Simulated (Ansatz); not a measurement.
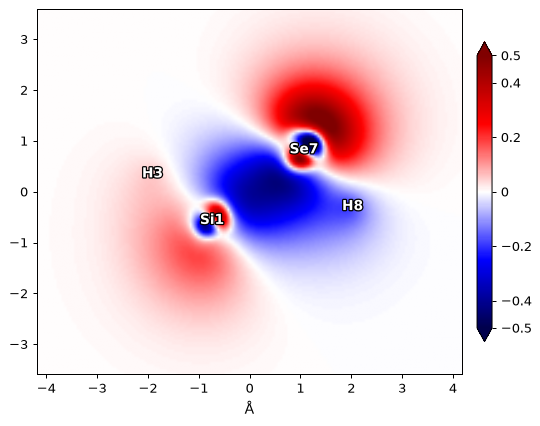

Figure 1: H4SeSi···H2. The HOMO−1 on the plane of atoms Si1, Se7 and H8 (values in Å⁻³ᐟ²; the overall sign is arbitrary).

The product side of a reaction path; geometry: PBE0-D4/def2-TZVP.

Computed with RKS PBE0-D4/def2-TZVPP in Ansatz 0.2.0.

```yaml
atoms:
  - { symbol: Si, position_ang: [0.0596, 0.3584, -1.0418] }
  - { symbol: H, position_ang: [-0.2723, -2.4418, 1.6856] }
  - { symbol: H, position_ang: [1.1330, -0.5558, -1.5003] }
  - { symbol: H, position_ang: [-1.1819, -0.4076, -0.7710] }
  - { symbol: H, position_ang: [-0.2149, 1.3816, -2.0812] }
  - { symbol: H, position_ang: [-0.0603, -1.7278, 1.7495] }
  - { symbol: Se, position_ang: [0.8803, 1.3076, 0.8622] }
  - { symbol: H, position_ang: [-0.3434, 2.0856, 1.0970] }
```

**Describe this orbital and give its energy.**

It lies mainly on Se7 (about 65 %) and Si1 (about 20 %). Its energy is −9.07 eV.
